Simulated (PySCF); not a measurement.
# BH2 (boron dihydride) at UM06-L/cc-pVTZ

What is the vertical doublet–quartet gap of BH2 (boron dihydride) at UM06-L/cc-pVTZ? Input form: a Python script.

Program for the calculation: PySCF 2.14.0.

2 further runs of the same task are left out: 2 set aside as unsound or not needed.

### Step 1. The molecule

The species is BH2 (3 atoms), meant as a doublet with charge 0. SMILES: `[BH2]`. Geometry: relaxed at GFN2-xTB.

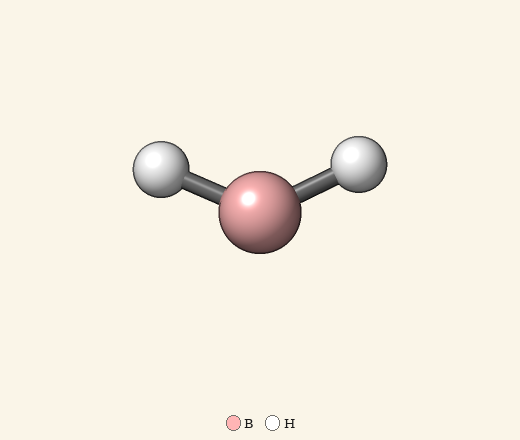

The structure, seen from a chosen angle (boron pink, hydrogen white).

### Step 2. A single-point energy at UM06-L/cc-pVTZ

Contents of job.py:

```python
from pyscf import gto, dft

molecule = gto.M(
    atom=[
    ('B', (0.262840, -0.166230, 0.128640)),
    ('H', (0.280020, 0.985320, 0.260980)),
    ('H', (-0.542860, -0.819090, -0.389630)),
],
    spin=1,
    basis='cc-pvtz',
    charge=0,
    verbose=4,
    max_memory=1860,
)

mf = dft.UKS(molecule, xc='m06-l')
mf.grids.level = 5
mf.conv_tol = 1e-10
mf.kernel()
if not mf.converged:
    mf = mf.newton().run(mf.mo_coeff, mf.mo_occ)

etot = mf.e_tot
print('E(%s) = %.9f' % ('M06-L', etot))
```

Command:

```sh
OMP_NUM_THREADS=1 python job.py
```

The log of the run:

```text
PySCF version 2.14.0

[INPUT] num. atoms = 3
[INPUT] num. electrons = 7
[INPUT] charge = 0
[INPUT] spin (= nelec alpha-beta = 2S) = 1
[INPUT] symmetry False subgroup None
[INPUT] Mole.unit = angstrom
[INPUT] Symbol           X                Y                Z      unit          X                Y                Z       unit  Magmom
[INPUT]  1 B      0.262840000000  -0.166230000000   0.128640000000 AA    0.496695614581  -0.314129173686   0.243094368664 Bohr   0.0
[INPUT]  2 H      0.280020000000   0.985320000000   0.260980000000 AA    0.529161109401   1.861984945056   0.493180723989 Bohr   0.0
[INPUT]  3 H     -0.542860000000  -0.819090000000  -0.389630000000 AA   -1.025856723981  -1.547855771370  -0.736293989914 Bohr   0.0

nuclear repulsion = 4.81824384906663
number of shells = 21
number of NR pGTOs = 74
number of NR cGTOs = 58
basis = cc-pvtz
ecp = {}

[... 34 lines left out ...]
WARN: HOMO -0.169052816003532 >= LUMO -0.169052816003531
[... 38 lines left out ...]
converged SCF energy = -25.9372901587442  <S^2> = 0.75298214  2S+1 = 2.0029799
E(M06-L) = -25.937290159
```

Run time: 8.7 s. Hardware: 1 thread of Arm Neoverse V2, shared host; peak memory 0.32 GiB.

### Step 3. The quartet, same level

Contents of job.py:

```python
from pyscf import gto, dft

system = gto.M(
    atom='''
B      0.262840    -0.166230     0.128640
H      0.280020     0.985320     0.260980
H     -0.542860    -0.819090    -0.389630
''',
    basis='cc-pvtz',
    verbose=3,
    max_memory=1860,
    spin=3,
)

calc0 = dft.UKS(system)
calc0.xc = 'm06-l'
calc0.grids.level = 5
calc0.conv_tol = 1e-10
calc0.kernel()
if not calc0.converged:
    calc0 = calc0.newton().run(calc0.mo_coeff, calc0.mo_occ)

e_tot = calc0.e_tot
print('E(%s) = %.9f' % ('M06-L', e_tot))
```

Command:

```sh
OMP_NUM_THREADS=1 python job.py
```

The log of the run:

```text
WARN: HOMO -0.135558104424783 >= LUMO -0.399158167246276

WARN: HOMO -0.148139351254033 >= LUMO -0.331551525371579

WARN: HOMO -0.166135371991185 >= LUMO -0.330628382298502

WARN: HOMO -0.159194389722112 >= LUMO -0.323617964099271

WARN: HOMO -0.159251618180035 >= LUMO -0.323967735048088

WARN: HOMO -0.159332054854604 >= LUMO -0.323969320132733

WARN: HOMO -0.159255212777826 >= LUMO -0.323869570428846

WARN: HOMO -0.159241587152796 >= LUMO -0.323854100867446

WARN: HOMO -0.159247945683736 >= LUMO -0.323863603424011

WARN: HOMO -0.159247148130524 >= LUMO -0.323862348935871

WARN: HOMO -0.159247532406106 >= LUMO -0.323862594407498

WARN: HOMO -0.159247689997246 >= LUMO -0.323862727562747

converged SCF energy = -25.7388301348928  <S^2> = 3.7563308  2S+1 = 4.0031641
E(M06-L) = -25.738830135
```

Wall time 10 s (1 thread of Arm Neoverse V2, shared host); peak memory 0.32 GiB.

### Step 4. Outcome

At UM06-L/cc-pVTZ:

```
                                        quantity         value
                           doublet: total energy  -25.93729 Eh
                          doublet: dipole moment        0.37 D
     doublet: HOMO energy (highest over α and β)      -5.06 eV
      doublet: LUMO energy (lowest over α and β)      -2.54 eV
                                   doublet: ⟨S²⟩         0.753
                           quartet: total energy  -25.73883 Eh
                          quartet: dipole moment        1.27 D
     quartet: HOMO energy (highest over α and β)      -4.33 eV
                                   quartet: ⟨S²⟩         3.756
vertical energy of the quartet above the doublet      5.400 eV
```

At this shape the quartet lies 5.40 eV (125 kcal/mol) above the doublet.
